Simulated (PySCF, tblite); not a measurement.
**C₆H₉FN radical: geometry, infrared bands and EPR parameters**

Wanted: the infrared bands and EPR parameters of C₆H₉FN radical (`[CH2]C[C@@](C)(C#N)CF`), by calculation.

Programs: tblite 0.8.0 and PySCF 2.14.0, with density-fitted response routines of our own. Each step states its level of theory. These are calculated values for one molecule in the gas phase, unless marked as measured. Atoms are numbered from 0 throughout.

### Step 1. The molecule as given

17 atoms, charge 0, multiplicity 2; geometry from: force field or distance geometry start.

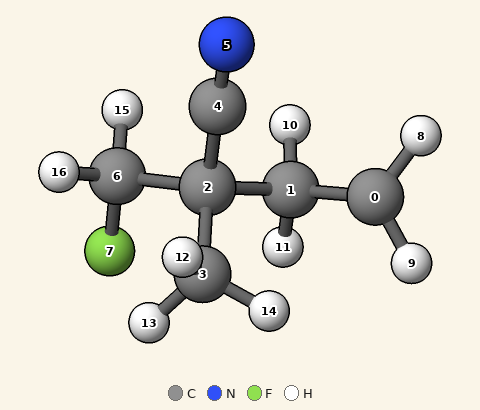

The starting geometry (carbon grey, nitrogen blue, fluorine green, hydrogen white), atoms numbered.

### Step 2. Optimising the geometry with GFN2-xTB

Job settings and geometry (Å):

```
{"job": {"kind": "relax", "xc": "GFN2-xTB", "basis": "xTB"}, "charge": 0, "multiplicity": 2}
C      2.052500    -0.261600    -0.059400
C      0.839000     0.168600    -0.834100
C     -0.316900     0.181100     0.140800
C     -0.540900    -1.185100     0.714600
C      0.011200     1.121000     1.227700
N      0.284200     1.836700     2.062000
C     -1.601000     0.658100    -0.524000
F     -1.880400    -0.211100    -1.551800
H      2.826100     0.508000     0.071400
H      2.434400    -1.251300    -0.317300
H      0.941800     1.194900    -1.269000
H      0.594400    -0.476900    -1.706800
H     -0.763500    -1.114000     1.821900
H     -1.410400    -1.685000     0.233300
H      0.336100    -1.837600     0.624300
H     -1.410800     1.681400    -0.887900
H     -2.402800     0.684700     0.244400
```

Command:

```sh
$ OMP_NUM_THREADS=1 python probes_run.py task.json out
```

The driver reads the jobs from task.json and runs them one after another.

The program printed:

```text
step      E/eV     max force
  0    -678.89648    2.315
  1    -679.00747    4.445
  2    -679.12277    1.791
  3    -679.20890    0.932
  4    -679.26920    0.727
  5    -679.31052    0.559
  6    -679.32976    0.317
  7    -679.33886    0.190
  8    -679.34359    0.124
  9    -679.34587    0.101
 10    -679.34714    0.080
 11    -679.34823    0.080
 12    -679.34926    0.088
 13    -679.35008    0.065
 14    -679.35079    0.062
 15    -679.35174    0.070
 16    -679.35325    0.119
 17    -679.35544    0.163
 18    -679.35809    0.151
 19    -679.36111    0.158
 20    -679.36448    0.163
 21    -679.36793    0.150
 22    -679.37137    0.141
 23    -679.37426    0.111
 24    -679.37663    0.125
 25    -679.37970    0.155
 26    -679.38426    0.220
 27    -679.38974    0.394
 28    -679.38157    0.620
 29    -679.39992    0.180
 30    -679.40359    0.170
 31    -679.40950    0.168
 32    -679.41202    0.152
 33    -679.41621    0.113
 34    -679.41724    0.060
 35    -679.41790    0.061
 36    -679.41853    0.060
 37    -679.41944    0.100
 38    -679.42035    0.093
 39    -679.42097    0.058
 40    -679.42127    0.052
 41    -679.42147    0.047
 42    -679.42175    0.055
 43    -679.42222    0.049
 44    -679.42253    0.040
 45    -679.42283    0.050
 46    -679.42311    0.050
 47    -679.42343    0.049
 48    -679.42369    0.036
 49    -679.42389    0.035
 50    -679.42404    0.031
 51    -679.42420    0.031
 52    -679.42434    0.023
 53    -679.42445    0.024
 54    -679.42454    0.022
 55    -679.42463    0.024
 56    -679.42472    0.024
 57    -679.42481    0.022
 58    -679.42492    0.025
 59    -679.42508    0.035
 60    -679.42534    0.048
 61    -679.42568    0.056
 62    -679.42603    0.047
 63    -679.42628    0.040
 64    -679.42647    0.034
 65    -679.42663    0.039
 66    -679.42681    0.037
 67    -679.42699    0.032
 68    -679.42716    0.042
 69    -679.42734    0.042
 70    -679.42752    0.029
 71    -679.42770    0.032
 72    -679.42788    0.032
 73    -679.42804    0.030
 74    -679.42818    0.028
 75    -679.42830    0.023
 76    -679.42839    0.034
 77    -679.42847    0.027
 78    -679.42855    0.023
 79    -679.42861    0.017
 80    -679.42864    0.011
 81    -679.42866    0.011
 82    -679.42868    0.011
 83    -679.42871    0.012
 84    -679.42873    0.008
```

It took 0.43 s on 1 thread of Arm Neoverse V2, shared host.

Relaxation path: (not every step is listed)

```tsv
step	energy from step 0 (eV)	largest force (eV/Å)
0	0.0000	2.3147
1	-0.1110	4.4450
2	-0.2263	1.7911
3	-0.3124	0.9323
4	-0.3727	0.7273
5	-0.4140	0.5589
6	-0.4333	0.3168
7	-0.4424	0.1899
8	-0.4471	0.1243
15	-0.4553	0.0704
22	-0.4749	0.1408
29	-0.5034	0.1802
36	-0.5221	0.0602
43	-0.5257	0.0492
50	-0.5276	0.0310
57	-0.5283	0.0216
64	-0.5300	0.0343
71	-0.5312	0.0317
78	-0.5321	0.0231
79	-0.5321	0.0166
80	-0.5322	0.0107
81	-0.5322	0.0108
82	-0.5322	0.0110
83	-0.5322	0.0120
84	-0.5322	0.0075
```

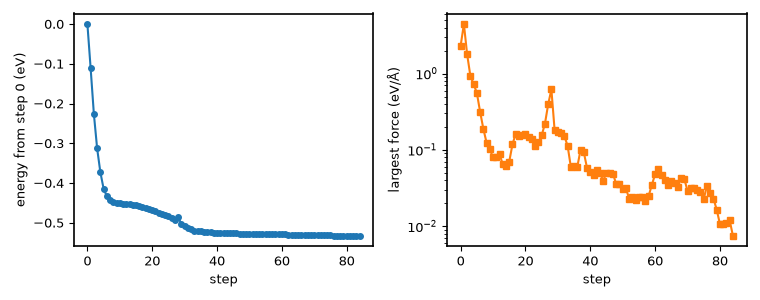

Energy and largest force along the relaxation.

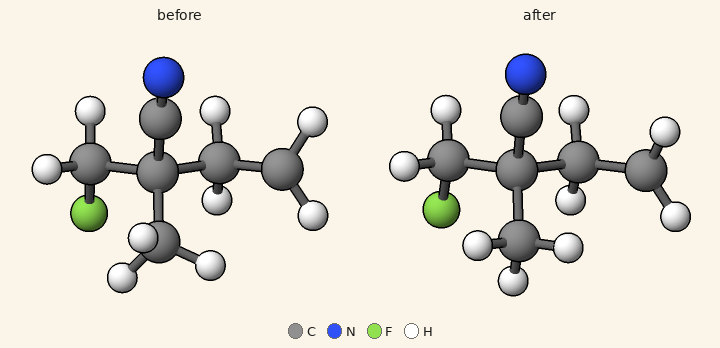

The geometry before (left) and after (right).

Distances of close pairs at the start and the end, largest changes first:

```tsv
bond	before (Å)	after (Å)	change (Å)
C1–C2	1.512	1.569	+0.057
C3–H12	1.132	1.089	-0.043
C0–C1	1.503	1.467	-0.035
C2–C3	1.499	1.532	+0.034
C2–C4	1.474	1.446	-0.028
C0–H8	1.099	1.073	-0.026
C3–H13	1.112	1.088	-0.025
C1–H10	1.119	1.097	-0.022
```

The final coordinates are the input of the step that follows.

### Step 3. Harmonic vibrations with GFN2-xTB

Job settings and geometry (Å):

```
{"job": {"kind": "ir", "xc": "GFN2-xTB", "basis": "xTB"}, "charge": 0, "multiplicity": 2}
C      2.120763    -0.305273    -0.356863
C      0.839382     0.168313    -0.892590
C     -0.302410     0.200982     0.182801
C     -0.511288    -1.191039     0.788040
C      0.061643     1.132857     1.226963
N      0.355494     1.867477     2.052015
C     -1.601803     0.704950    -0.464143
F     -1.988900    -0.138018    -1.472660
H      2.674959     0.309229     0.326754
H      2.484314    -1.289233    -0.575738
H      0.942030     1.193100    -1.270017
H      0.493252    -0.473772    -1.704070
H     -1.274134    -1.160529     1.564051
H     -0.829201    -1.881005     0.009397
H      0.418731    -1.551299     1.222267
H     -1.469596     1.696802    -0.909716
H     -2.420234     0.728490     0.263599
```

The program printed:

```text
mode    cm-1     km/mol
  1      85.2      1.92
  2      96.7      5.27
  3      97.9      5.67
  4     141.6     11.08
  5     153.9      5.65
  6     208.0      0.93
  7     220.1      0.56
  8     280.1      1.86
  9     337.8      0.19
 10     364.3      1.76
 11     473.7     11.82
 12     511.2     34.61
 13     547.2      3.85
 14     585.5      6.08
 15     733.6      3.31
 16     810.6      3.83
 17     907.9      4.00
 18     949.6      6.76
 19     964.1      7.63
 20    1027.8      2.19
 21    1046.9     89.62
 22    1119.3      2.03
 23    1140.4      0.81
 24    1155.7      4.63
 25    1190.8      0.85
 26    1217.7      9.23
 27    1266.0      1.86
 28    1295.6      4.20
 29    1327.1      5.63
 30    1395.6      0.76
 31    1403.2      5.57
 32    1444.3      0.78
 33    1459.7      1.50
 34    1482.3      5.48
 35    1485.6      4.85
 36    2402.2    180.41
 37    2907.8     22.08
 38    2943.9     27.58
 39    2951.3     26.19
 40    2994.7     15.40
 41    3031.9     23.27
 42    3040.1     14.67
 43    3042.4     10.11
 44    3136.5     12.96
 45    3181.6     25.29
```

Run time: 0.44 s. Hardware: 1 thread of Arm Neoverse V2, shared host.

Which atoms move in the most intense modes:

```tsv
cm⁻¹	km/mol	atoms
511	34.6	C4 30 %, H8 28 %, C0 17 %, H9 16 %
1047	89.6	C6 51 %, F7 36 %
2402	180.4	C4 60 %, N5 40 %
2908	22.1	H10 93 %
2944	27.6	H16 61 %, H15 30 %
2951	26.2	H15 64 %, H16 32 %
3032	23.3	H12 89 %
3182	25.3	H9 58 %, H8 31 %, C0 10 %
```

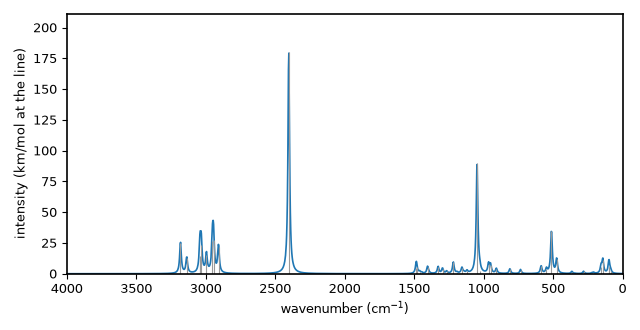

The infrared spectrum from these modes, unscaled. Lines are broadened to a width of 14 cm⁻¹ (Lorentzian).

### Step 4. g tensor and hyperfine couplings: B3LYP/pcH-1

The job, as its differences from that of step 3:

```diff
@@ -1,2 +1,2 @@
-{"job": {"kind": "ir", "xc": "GFN2-xTB", "basis": "xTB"}, "charge": 0, "multiplicity": 2}
+{"job": {"kind": "epr", "basis": "pcH-1"}, "charge": 0, "multiplicity": 2}
 C      2.120763    -0.305273    -0.356863
```

With the program's defaults for keys left out, this is: UKS B3LYP, pcH-1 on C F H N, non-relativistic, mean-field spin-orbit, GIAO.

The program printed:

```text
UKS, coarse grid
  cycle   1  E = -388.50466413  |g| = 4.80e-01
  cycle   2  E = -388.28898629  |g| = 8.95e-01
  cycle   3  E = -388.58509018  |g| = 1.73e-01
  cycle   4  E = -388.59676013  |g| = 6.31e-02
  cycle   5  E = -388.59824538  |g| = 1.81e-02
  cycle   6  E = -388.59837224  |g| = 4.08e-03
  cycle   7  E = -388.59837992  |g| = 1.57e-03
  cycle   8  E = -388.59838148  |g| = 5.15e-04
UKS, final grid
  cycle   1  E = -388.59841311  |g| = 4.77e-04
  cycle   2  E = -388.59841305  |g| = 6.30e-04
  cycle   3  E = -388.59841320  |g| = 2.02e-04
  cycle   4  E = -388.59841322  |g| = 4.36e-05
  cycle   5  E = -388.59841322  |g| = 2.42e-05
E = -388.59841322 Eh   <S^2> = 0.7536 (exact 0.7500)
g shifts (ppm)      1          2          3
  rmc          -140       -140       -140
  gc              6         39         22
  oz_so         -36        567        744
  total        -170        466        626
hyperfine (MHz)  atom isotope    a_iso     a_fc   dipolar eigenvalues
    0   13C      90.78      90.78    -81.41    -80.63    162.04
    1   13C     -32.68     -32.68     -1.88     -1.00      2.88
    2   13C      76.01      76.01     -6.71     -6.07     12.78
    3   13C       3.63       3.63     -1.73     -0.23      1.96
    4   13C      -3.34      -3.34     -1.01     -0.41      1.42
    5   14N       0.23       0.23     -0.25      0.04      0.21
    6   13C      -1.93      -1.93     -0.85     -0.77      1.63
    7   19F       0.10       0.10     -2.36     -0.74      3.10
    8    1H     -63.67     -63.67    -38.98     -0.60     39.58
    9    1H     -64.52     -64.52    -39.52     -0.10     39.62
   10    1H      79.34      79.34     -5.35     -4.15      9.50
   11    1H       8.95       8.95     -5.19     -4.08      9.27
   12    1H      -1.00      -1.00     -1.91     -1.03      2.94
   13    1H       0.90       0.90     -2.13     -1.63      3.77
   14    1H       0.41       0.41     -6.23     -3.22      9.46
   15    1H      -0.09      -0.09     -1.56     -0.82      2.39
   16    1H       5.69       5.69     -1.28     -0.53      1.81
```

Wall time 72 s (1 thread of Arm Neoverse V2, shared host); peak memory 0.97 GiB.

Principal g values 2.00215, 2.00279, 2.00294; g(iso) = 2.00263, against 2.00232 for a free electron.

Hyperfine couplings; where a row names several nuclei, a(iso) is their mean (it holds for fast rotation or exchange) and the dipolar term the largest among them:

```tsv
nuclei	isotope	a(iso) (MHz)	a(iso) (G, at g = 2.0023)	largest dipolar term (MHz)
C0	13C	90.8	32.4	162.0
H10	1H	79.3	28.3	9.5
C2	13C	76.0	27.1	12.8
H8, H9	1H	-64.1	-22.9	39.6
C1	13C	-32.7	-11.7	2.9
H11	1H	8.9	3.2	9.3
H16	1H	5.7	2.0	1.8
C3	13C	3.6	1.3	2.0
C4	13C	-3.3	-1.2	1.4
C6	13C	-1.9	-0.7	1.6
N5	14N	0.2	0.1	-0.3
F7	19F	0.1	0.0	3.1
H12, H13, H14	1H	0.1	0.0	9.5
H15	1H	-0.1	0.0	2.4
```

Mulliken spin populations:

C0 1.07; C1 -0.09; C2 0.06; C3 0.01; C4 -0.01; N5 0.00; C6 0.00; F7 0.00; H8 -0.04; H9 -0.05; H10 0.03; H11 0.00; H12 0.00; H13 0.00; H14 0.00; H15 0.00; H16 0.00

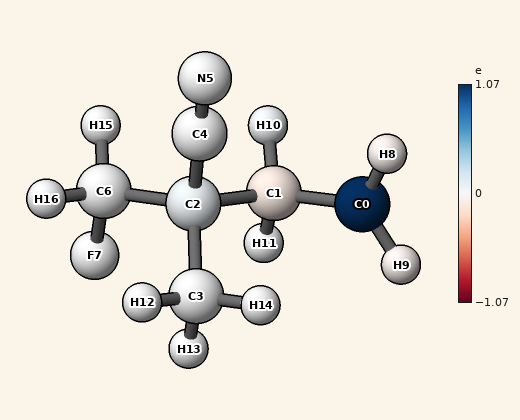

Mulliken spin populations, as colours on the atoms.

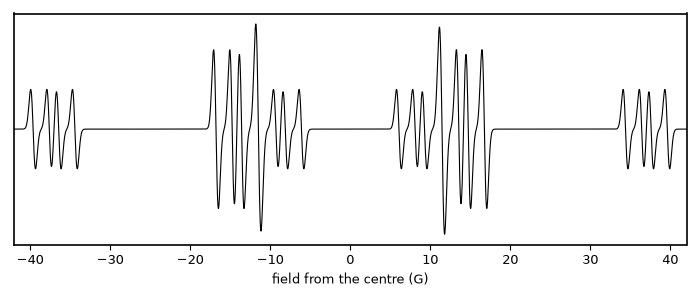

First-order isotropic spectrum (first derivative, main isotopes with spin only, couplings over 0.8 MHz, Gaussian width 0.3 G; couplings of the frozen geometry, rotation of groups not averaged beyond the rows shown).

The fields below are evaluated on a grid from the run's orbitals.

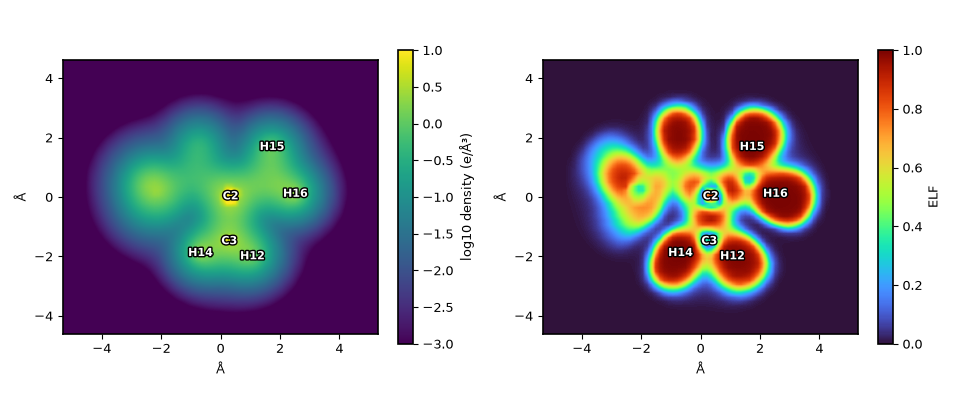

Density (left) and ELF (right) in a plane through or near 6 of the atoms.

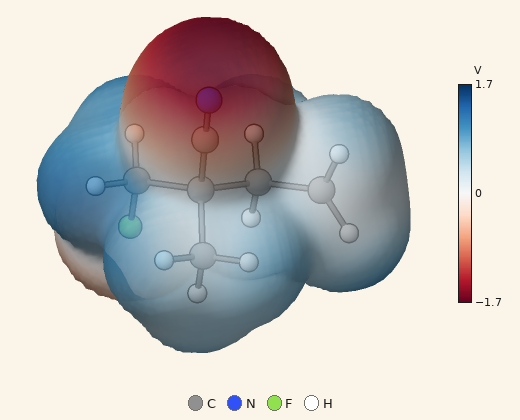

Electrostatic potential on the surface of density 0.002 e/bohr³; red is low, blue high. It runs from -1.70 V near N5 to 1.17 V near H16.

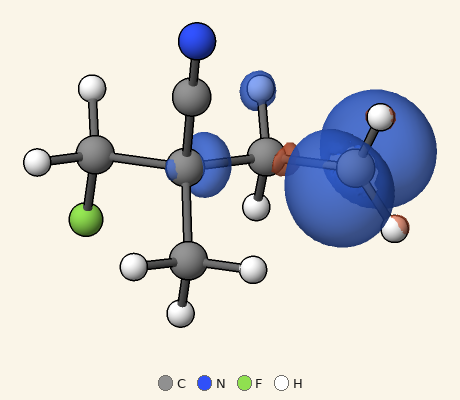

Spin density at ±0.04 e/Å³ (alpha excess blue, beta excess red).

### Step 5. Outcome

```
                                 quantity                  value
strongest single infrared mode (GFN2-xTB)  2402 cm⁻¹, 180 km/mol
             zero-point energy (GFN2-xTB)          83.7 kcal/mol
                           g(iso) (B3LYP)                2.00263
                                     ⟨S²⟩     0.754 (exact 0.75)
       largest a(iso) (averaged by class)    13C on C0, 90.8 MHz
    surface potential, least and greatest     -1.70 V and 1.17 V
```

In words: Over 84 steps the energy fell by 0.532 eV; of the close pairs, C1–C2 changed most, 1.512 to 1.569 Å. All 45 modes are real, so the xTB geometry is a minimum. The strongest single mode, at 2402 cm⁻¹, moves mainly C4 and N5. Unscaled tight-binding wavenumbers are off by several per cent, some by more. Its intensities can rank the bands wrongly. Most of the unpaired spin sits on C0 (1.07 e). The isotropic g lies 0.3 ppt above the free-electron value.
